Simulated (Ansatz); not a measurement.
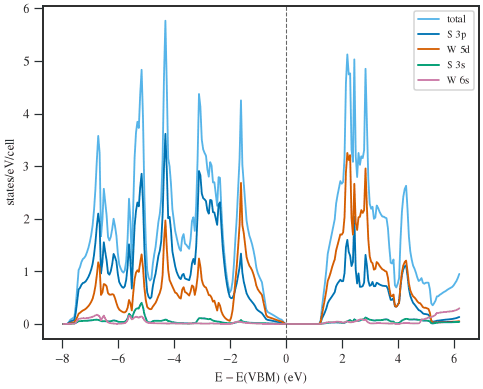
Figure: Total and projected density of states of WS2 in space group R3m (No. 160; W on 3a, S on 3a, S on 3a), r²SCAN+D4 (plane waves, PAW; program Ansatz)

Question: Which orbitals carry the states next to the gap?

Answer: Top 1 eV of the valence band: W 5d 66 %, S 3p 29 %. Bottom 1 eV of the conduction band: W 5d 62 %, S 3p 31 %. Projections are on Löwdin-orthogonalised atomic valence shells; empty p or d shells of many metals are not among them.

Question: Where is the tallest occupied peak in this window, and what makes it?

Answer: Near -4.3 eV, about 5.8 states/eV per cell; the largest projected share is S 3p.

The first step of the workflow began from a Materials Project structure, measured or hypothetical; the Crystallography Open Database files this formula in space group No. 160, but the cells were not matched. It is not the phase usual at ambient conditions (space group No. 194). The r²SCAN+D4 relaxation kept the symmetry of its start; its stability against distortions is not shown here. The run is not spin-polarised. Spin–orbit coupling is left out wherever it is not named.

Potentials: the later of the program's two PAW sets.
